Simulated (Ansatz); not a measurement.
**Run report: GeW8H2C8, nudged elastic band (part 2 of 2)**

Continued. System: GeW8H2C8 (slab, 19 atoms in the cell). Method: DFT PBE, scalar-relativistic, plane waves, PAW, PAW set soft_1, no spin polarisation (Ansatz 0.2.0); cutoff 420 eV, 4×4×1 k-mesh, Gaussian smearing of 0.05 eV. The structure derives from an entry of the Crystallography Open Database. One setting was made poor on purpose. The input holds or restrains some coordinates. It belongs to a series of runs on one base structure; here: band between the two ends.

Geometry of the input (Å; fractional positions):
```
5.6955  0.0000  0.0000
-2.8478  4.9325  0.0000
0.0000  0.0000  16.1959
W  0.0000  0.0000  0.0617
C  0.3336  0.1664  0.1446
W  -0.0001  0.0019  0.2402
C  0.3323  0.1677  0.3123
W  0.0000  0.5000  0.0617
C  0.3340  0.6674  0.1446
W  -0.0017  0.5017  0.2378
C  0.3286  0.6686  0.3178
W  0.5000  0.0000  0.0617
C  0.8326  0.1660  0.1446
W  0.5000  0.0000  0.2412
C  0.8314  0.1714  0.3178
W  0.5000  0.5000  0.0617
C  0.8325  0.6675  0.1437
W  0.4981  0.5001  0.2402
C  0.8319  0.6681  0.3103
Ge 0.0662  0.4338  0.4033
H  0.2055  0.2948  0.4479
H  -0.0631  0.5630  0.4565
```

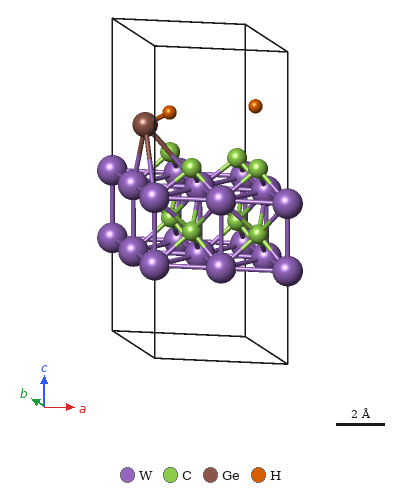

*The input geometry (ball-and-stick view of the cell of the calculation, with the vacuum cut short, seen slightly off an axis). An atom can appear more than once, as a periodic image.*

Output, continued
```
  k-point 0: bands = ["-68.6831", "-68.6415", "-68.6179", "-68.6026", "-68.5947", "-68.5569", "-68.4822", "-68.4557", "-33.5021", "-33.4821", "-33.4675", "-33.3404", "-33.3281", "-33.3186", "-33.2635", "-33.1111", "-33.0434", "-33.0288", "-32.9023", "-32.7684", "-32.7358", "-32.7139", "-32.6846", "-32.6787", "-32.6479", "-32.6228", "-32.6195", "-32.6152", "-32.4740", "-32.4690", "-32.4019", "-32.4004", "-19.2817", "-19.2378", "-19.2324", "-19.2083", "-19.1569", "-8.8249", "-7.0502", "-6.0814", "-6.0598", "-6.0378", "-5.4790", "-5.3109", "-5.2184", "-3.7933", "-1.6717", "-1.6292", "-1.5524", "-1.4358", "-1.3165", "-1.3144", "-1.2120", "0.1729", "0.3000", "1.0094", "1.0554", "1.6427", "1.7235", "1.7403", "1.7632", "1.7924", "1.8034", "2.1233", "2.1254", "2.4371", "2.7431", "3.0304", "3.1323", "3.1411", "3.4302", "3.9490", "3.9860", "4.1423", "4.1633", "4.8706", "5.3260", "5.5138", "5.5341", "5.6676", "5.7033", "5.7510", "6.0180", "6.4000", "7.4712", "7.4767", "7.5284", "7.5672", "7.5870", "7.6014", "8.7277", "8.7613", "8.7784", "8.8547", "9.7124", "10.0609", "10.0718", "10.0888", "10.2401"]
  k-point 1: bands = ["-68.6729", "-68.6377", "-68.6226", "-68.6031", "-68.5986", "-68.5590", "-68.4798", "-68.4612", "-33.4225", "-33.3947", "-33.3443", "-33.2623", "-33.2566", "-33.2433", "-33.2007", "-33.1154", "-33.0482", "-33.0365", "-32.8899", "-32.8024", "-32.7950", "-32.7714", "-32.7015", "-32.6961", "-32.6852", "-32.6692", "-32.6568", "-32.6259", "-32.5870", "-32.5434", "-32.5049", "-32.4332", "-19.2817", "-19.2377", "-19.2323", "-19.2082", "-19.1569", "-8.4535", "-6.9879", "-6.4020", "-6.0350", "-6.0063", "-5.5703", "-5.2342", "-5.1200", "-3.4473", "-1.4392", "-1.3536", "-1.2904", "-1.1538", "-1.0860", "-0.9917", "-0.8662", "0.1083", "0.4921", "0.6559", "1.0031", "1.1645", "1.4203", "1.5923", "1.7375", "1.9551", "2.0170", "2.2658", "2.4326", "2.4712", "2.6516", "2.9303", "3.1061", "3.1651", "3.4454", "3.7638", "3.8716", "4.0154", "4.2048", "4.5065", "4.5814", "4.7384", "4.8807", "5.0732", "5.2559", "5.6724", "5.8414", "6.1039", "6.9990", "7.2273", "7.3245", "7.5095", "7.5366", "7.9502", "8.2435", "8.3204", "8.6222", "8.8036", "8.8238", "9.5271", "9.6815", "9.8369", "10.0555"]
  k-point 2: bands = ["-68.6525", "-68.6454", "-68.6268", "-68.6045", "-68.6002", "-68.5615", "-68.4734", "-68.4709", "-33.3195", "-33.2839", "-33.2176", "-33.1622", "-33.1567", "-33.1331", "-33.0605", "-33.0381", "-33.0151", "-32.9980", "-32.9069", "-32.8984", "-32.8856", "-32.8758", "-32.8662", "-32.8040", "-32.7991", "-32.7787", "-32.6832", "-32.6719", "-32.6003", "-32.5765", "-32.5140", "-32.5073", "-19.2817", "-19.2377", "-19.2323", "-19.2082", "-19.1569", "-7.7151", "-7.3288", "-6.7435", "-5.9962", "-5.9667", "-5.6511", "-5.1154", "-5.0083", "-3.0853", "-1.1236", "-1.0702", "-1.0485", "-0.7866", "-0.5576", "-0.2875", "-0.2013", "-0.1384", "0.1248", "0.2062", "0.7190", "0.9590", "1.3305", "1.4120", "1.5435", "1.7664", "1.9891", "2.4260", "2.4642", "2.5681", "2.9103", "2.9560", "3.3487", "3.4797", "3.5012", "3.5516", "3.6247", "3.7421", "3.7773", "3.9223", "3.9636", "4.1938", "4.4093", "4.5785", "4.6210", "5.8164", "6.1787", "6.5177", "6.6068", "6.7630", "6.7868", "7.0569", "7.1595", "7.2516", "7.2652", "8.1221", "8.2055", "8.6832", "8.9603", "9.3617", "9.5876", "9.9136", "10.0039"]
  k-point 9: bands = ["-68.6576", "-68.6338", "-68.6318", "-68.6140", "-68.5947", "-68.5519", "-68.4956", "-68.4557", "-33.3171", "-33.2876", "-33.2213", "-33.1779", "-33.1451", "-33.1204", "-33.0815", "-33.0495", "-33.0278", "-32.9510", "-32.9447", "-32.8827", "-32.8733", "-32.8655", "-32.8595", "-32.8081", "-32.7939", "-32.7485", "-32.7311", "-32.6501", "-32.6225", "-32.5675", "-32.5304", "-32.4956", "-19.2817", "-19.2378", "-19.2323", "-19.2083", "-19.1569", "-7.7101", "-7.3618", "-6.7485", "-5.9820", "-5.9771", "-5.5812", "-5.1377", "-4.9431", "-3.2340", "-1.1442", "-1.0328", "-1.0312", "-0.7887", "-0.4379", "-0.3521", "-0.2609", "-0.1281", "0.0766", "0.2043", "0.5090", "1.1413", "1.2507", "1.4506", "1.7825", "1.8630", "1.9780", "2.3481", "2.4585", "2.4850", "2.7676", "3.1479", "3.2918", "3.3637", "3.5256", "3.5887", "3.6748", "3.7667", "3.8081", "3.9019", "3.9987", "4.2271", "4.2648", "4.5676", "4.6843", "5.6861", "6.2946", "6.5158", "6.7278", "6.7634", "6.7911", "6.9573", "7.1334", "7.2322", "7.2819", "8.1289", "8.2049", "8.9908", "9.1439", "9.2161", "9.6517", "10.1474", "10.1709"]
this run last wrote the band of iteration 7 to [file]
--- NEB band (6 images, 7 band iterations, 249 SCF iterations) ---
  forward barrier  = 0.031853 eV
  backward barrier = 1.781223 eV
  lagrangian_above_aufbau_ev (what the smearing adds, to first order; not taken off the barriers): saddle image -0.006212 eV, end points -0.010309 and -0.003018 eV
  energies are F+E_penalty+E_count in eV, relative to image 0
  image     s (Å)  Δ vs image 0  max|band force component| (eV/Å)
      0    0.0000      0.000000                                 —
  *   1    0.5164      0.031853                          1.377e-2
      2    1.0328     -0.460675                          4.143e-2
      3    1.5495     -1.544627                          2.631e-2
      4    2.0665     -1.735744                          2.266e-2
      5    2.5835     -1.749369                                 —
  highest-image geometry (image 1):
  cell:  # Å, volume = 454.9940 Å³
    - [5.69554, 0.0, 0.0]
    - [-2.84777, 4.932482, 0.0]
    - [0.0, 0.0, 16.195905]
  atoms:
    - { symbol: W, position: [0.0, 0.0, 0.06174400000000001] }
    - { symbol: C, position: [0.3338573101784958, 0.16614216131902929, 0.144602661749488] }
    - { symbol: W, position: [0.0004631971382548295, 0.0010837795271854231, 0.23973651106791397] }
    - { symbol: C, position: [0.332314172094507, 0.16768838446197037, 0.3135858023862298] }
    - { symbol: W, position: [3.999999997894577e-9, 0.5000000059999999, 0.06174400000000001] }
    - { symbol: C, position: [0.3340789226561494, 0.6673542111829557, 0.14467992574728497] }
    - { symbol: W, position: [-0.0009386962351616845, 0.5009389252186436, 0.23837281593856857] }
    - { symbol: C, position: [0.33225911112079964, 0.6691158632952562, 0.31773976746184734] }
    - { symbol: W, position: [0.49999999999999994, 0.0, 0.06174400000000001] }
    - { symbol: C, position: [0.832645127546102, 0.16592052934356222, 0.1446799686745581] }
    - { symbol: W, position: [0.4999245037644866, 7.512066689870016e-5, 0.24137742765357054] }
    - { symbol: C, position: [0.8308842190651938, 0.16774259315626613, 0.3177393989520971] }
    - { symbol: W, position: [0.5000000039999999, 0.5000000059999999, 0.06174400000000001] }
    - { symbol: C, position: [0.8331390829299975, 0.6668608329630867, 0.1437666417889594] }
    - { symbol: W, position: [0.498916324658767, 0.4995365727816915, 0.23973668601426545] }
    - { symbol: C, position: [0.8320085981824522, 0.6679938299718117, 0.3106971310342442] }
    - { symbol: Ge, position: [0.07592011141912813, 0.42408177647252315, 0.4022311369978085] }
    - { symbol: H, position: [0.23176098352618804, 0.26822910320888493, 0.4253887756313403] }
    - { symbol: H, position: [-0.0428336753226089, 0.5428462157213492, 0.464033591456838] }
```

The last band as extended XYZ (Å, eV, eV/Å)
```
19
Lattice="5.6955 0.0000 0.0000 -2.8478 4.9325 0.0000 0.0000 0.0000 16.1959" Properties=species:S:1:pos:R:3:forces:R:3 image=0 energy=-89407.41019
W     0.0000    0.0000    1.0000   -0.0217   0.1086  -0.0459
C     1.4261    0.8208    2.3427   -0.0003   0.0006   0.0043
W    -0.0059    0.0094    3.8896    0.0054  -0.0033  -0.0020
C     1.4152    0.8272    5.0588   -0.0075   0.0033   0.0041
W    -1.4239    2.4662    1.0000    0.0665  -0.0387  -0.1475
C     0.0019    3.2920    2.3416   -0.0002   0.0001   0.0034
W    -1.4384    2.4746    3.8515    0.0077  -0.0035  -0.0131
C    -0.0325    3.2977    5.1475   -0.0060  -0.0007   0.0063
W     2.8478    0.0000    1.0000    0.0532  -0.0311   0.2286
C     4.2694    0.8185    2.3416   -0.0002   0.0003   0.0038
W     2.8477    0.0000    3.9059    0.0089  -0.0050  -0.0027
C     4.2473    0.8456    5.1475   -0.0017   0.0034   0.0059
W     1.4239    2.4662    1.0000   -0.1054  -0.0358  -0.0454
C     2.8410    3.2922    2.3268    0.0013  -0.0004   0.0023
W     1.4128    2.4666    3.8896    0.0051  -0.0022  -0.0045
C     2.8357    3.2953    5.0249   -0.0051   0.0041   0.0078
Ge   -0.8584    2.1396    6.5312    0.0004   0.0011   0.0011
H     0.3310    1.4540    7.2546    0.0066  -0.0049  -0.0018
H    -1.9626    2.7769    7.3941   -0.0070   0.0042  -0.0050
19
Lattice="5.6955 0.0000 0.0000 -2.8478 4.9325 0.0000 0.0000 0.0000 16.1959" Properties=species:S:1:pos:R:3:forces:R:3 image=1 energy=-89407.37833
W     0.0000    0.0000    1.0000   -0.0220   0.0688  -0.0760
C     1.4284    0.8195    2.3420   -0.0018   0.0011   0.0035
W    -0.0004    0.0053    3.8828   -0.0049  -0.0008   0.0009
C     1.4152    0.8271    5.0788   -0.0055   0.0030   0.0096
W    -1.4239    2.4662    1.0000    0.1049  -0.0605  -0.1448
C     0.0023    3.2917    2.3432    0.0007  -0.0005  -0.0008
W    -1.4319    2.4709    3.8607    0.0006  -0.0003  -0.0005
C    -0.0131    3.3004    5.1461   -0.0044   0.0074  -0.0110
W     2.8478    0.0000    1.0000    0.0522  -0.0302   0.2679
C     4.2699    0.8184    2.3432    0.0008  -0.0004  -0.0008
W     2.8471    0.0004    3.9093    0.0140  -0.0080   0.0021
C     4.2546    0.8274    5.1461   -0.0086   0.0000  -0.0109
W     1.4239    2.4662    1.0000   -0.0706  -0.0154  -0.0760
C     2.8461    3.2893    2.3284   -0.0001   0.0001   0.0029
W     1.4190    2.4640    3.8828   -0.0017   0.0047   0.0009
C     2.8364    3.2949    5.0320   -0.0027   0.0015  -0.0029
Ge   -0.7753    2.0918    6.5145   -0.0056   0.0032   0.0063
H     0.5561    1.3230    6.8896   -0.0240   0.0139   0.0359
H    -1.7899    2.6776    7.5154   -0.0213   0.0122  -0.0063
19
Lattice="5.6955 0.0000 0.0000 -2.8478 4.9325 0.0000 0.0000 0.0000 16.1959" Properties=species:S:1:pos:R:3:forces:R:3 image=2 energy=-89407.87086
W     0.0000    0.0000    1.0000   -0.0340   0.0859   0.1023
C     1.4263    0.8207    2.3581   -0.0178   0.0103   0.0936
W    -0.0094    0.0112    3.8854   -0.0852   0.0553   0.0098
C     1.3509    0.8642    5.2402   -0.3608   0.2084   0.8781
W    -1.4239    2.4662    1.0000    0.0404  -0.0233  -0.2125
C    -0.0014    3.2977    2.3515   -0.0312   0.0359   0.0504
W    -1.4390    2.4750    3.8575   -0.0713   0.0412  -0.0551
C    -0.0026    3.2974    5.1645    0.0942  -0.0301   0.1186
W     2.8478    0.0000    1.0000   -0.0297   0.0172   0.5798
C     4.2628    0.8186    2.3515   -0.0467   0.0091   0.0505
W     2.8225    0.0146    3.9495   -0.1071   0.0617   0.2112
C     4.2625    0.8198    5.1645    0.0732  -0.0666   0.1185
W     1.4239    2.4662    1.0000   -0.0914  -0.0135   0.1023
C     2.8447    3.2901    2.3305   -0.0098   0.0057   0.0211
W     1.4095    2.4688    3.8854   -0.0905   0.0460   0.0098
C     2.8255    3.3012    5.0433   -0.0194   0.0112   0.0886
Ge   -0.8382    2.1281    6.4888   -0.3619   0.2090  -0.1621
H     0.8041    1.1799    6.5145    1.3699  -0.7908  -2.0859
H    -1.8283    2.6997    7.5281   -0.2206   0.1273   0.0811
19
Lattice="5.6955 0.0000 0.0000 -2.8478 4.9325 0.0000 0.0000 0.0000 16.1959" Properties=species:S:1:pos:R:3:forces:R:3 image=3 energy=-89408.95481
W     0.0000    0.0000    1.0000   -0.0091   0.1128   0.1180
C     1.4256    0.8211    2.3684    0.0065  -0.0037   0.0206
W    -0.0128    0.0091    3.8792   -0.0160  -0.0162  -0.0054
C     1.3968    0.8377    5.2192    0.0794  -0.0459  -0.0304
W    -1.4239    2.4662    1.0000   -0.0214   0.0123  -0.3702
C    -0.0053    3.2987    2.3517   -0.0081  -0.0035   0.0031
W    -1.4404    2.4758    3.8368    0.0239  -0.0137  -0.0520
C     0.0145    3.2881    5.1854    0.0255  -0.0205   0.0358
W     2.8478    0.0000    1.0000   -0.0692   0.0400   0.5767
C     4.2600    0.8214    2.3517   -0.0010   0.0088   0.0030
W     2.8297    0.0104    3.9500    0.0220  -0.0128  -0.0154
C     4.2791    0.8097    5.1854    0.0305  -0.0118   0.0359
W     1.4239    2.4662    1.0000   -0.1022  -0.0486   0.1180
C     2.8388    3.2935    2.3315   -0.0111   0.0064   0.0035
W     1.4096    2.4727    3.8792    0.0061   0.0220  -0.0053
C     2.8349    3.2958    5.0548   -0.0055   0.0031   0.0246
Ge   -1.0289    2.2382    6.4212   -0.3394   0.1958  -0.1162
H     1.1318    0.9907    6.2912    0.5721  -0.3303  -0.3844
H    -1.9321    2.7597    7.5517   -0.1831   0.1057   0.0403
19
Lattice="5.6955 0.0000 0.0000 -2.8478 4.9325 0.0000 0.0000 0.0000 16.1959" Properties=species:S:1:pos:R:3:forces:R:3 image=4 energy=-89409.14593
W     0.0000    0.0000    1.0000    0.0647   0.0695   0.1677
C     1.4276    0.8199    2.3766    0.0072  -0.0042   0.0016
W    -0.0028    0.0019    3.8957   -0.0116  -0.0132   0.0078
C     1.4439    0.8105    5.2042    0.0162  -0.0095  -0.0250
W    -1.4239    2.4662    1.0000   -0.0229   0.0132  -0.6820
C     0.0035    3.2933    2.3404    0.0002  -0.0028   0.0004
W    -1.4285    2.4689    3.7931    0.0006   0.0000  -0.0048
C     0.0088    3.2854    5.1828   -0.0039  -0.0058   0.0023
W     2.8478    0.0000    1.0000   -0.0596   0.0343   0.3359
C     4.2691    0.8165    2.3404    0.0026   0.0013   0.0005
W     2.8514   -0.0021    3.9164    0.0141  -0.0082  -0.0155
C     4.2786    0.8159    5.1827    0.0031   0.0065   0.0030
W     1.4239    2.4662    1.0000   -0.0279  -0.0908   0.1678
C     2.8337    3.2965    2.3332   -0.0045   0.0026   0.0016
W     1.4208    2.4677    3.8957    0.0057   0.0169   0.0078
C     2.8604    3.2811    5.1025   -0.0105   0.0059  -0.0092
Ge   -1.3236    2.4084    6.3134   -0.0387   0.0216  -0.0151
H     1.3854    0.8443    6.2935    0.0468  -0.0270   0.0228
H    -1.8308    2.7009    7.7211    0.0182  -0.0104   0.0326
19
Lattice="5.6955 0.0000 0.0000 -2.8478 4.9325 0.0000 0.0000 0.0000 16.1959" Properties=species:S:1:pos:R:3:forces:R:3 image=5 energy=-89409.15956
W     0.0000    0.0000    1.0000    0.0670   0.0406   0.2433
C     1.4236    0.8225    2.3788    0.0022   0.0000  -0.0018
W    -0.0024   -0.0011    3.9053   -0.0113  -0.0051  -0.0109
C     1.4233    0.8234    5.2103   -0.0013   0.0026   0.0039
W    -1.4239    2.4662    1.0000    0.0010   0.0012  -0.7056
C     0.0094    3.2940    2.3360    0.0015  -0.0010  -0.0050
W    -1.4236    2.4666    3.7867   -0.0025  -0.0004   0.0000
C    -0.0048    3.2867    5.1591    0.0081   0.0015   0.0036
W     2.8478    0.0000    1.0000   -0.0670   0.0412   0.2408
C     4.2718    0.8113    2.3359    0.0001  -0.0015  -0.0023
W     2.8503   -0.0009    3.9049    0.0079  -0.0057  -0.0095
C     4.2712    0.8280    5.1585    0.0027  -0.0102   0.0016
W     1.4239    2.4662    1.0000    0.0006  -0.0745   0.2442
C     2.8388    3.2938    2.3361   -0.0007  -0.0016  -0.0024
W     1.4240    2.4698    3.9051   -0.0019   0.0102  -0.0103
C     2.8519    3.2866    5.1612   -0.0064   0.0032   0.0061
Ge   -1.4259    2.4682    6.2950    0.0017   0.0019  -0.0216
H     1.4244    0.8251    6.3021   -0.0005  -0.0045  -0.0017
H    -1.4118    2.4545    7.8131   -0.0014   0.0020   0.0275
```

Key numbers

```json
{"quantity": "outcome", "value": "converged under the restraints of the input"}
{"quantity": "barrier, forward", "value": "0.032 eV"}
{"quantity": "barrier, backward", "value": "1.781 eV"}
{"quantity": "electrons treated", "value": "160"}
{"quantity": "hardware", "value": "4 threads of Arm Neoverse V2, 24 GiB of memory available, shared host"}
{"quantity": "wall time", "value": "5.6 min (CPU time 21 min)"}
{"quantity": "peak memory", "value": "2.8 GiB"}
```

A deliberately poor setting: no climbing. Spin–orbit coupling is left out, which matters for W. The order of the saddle point was not checked.
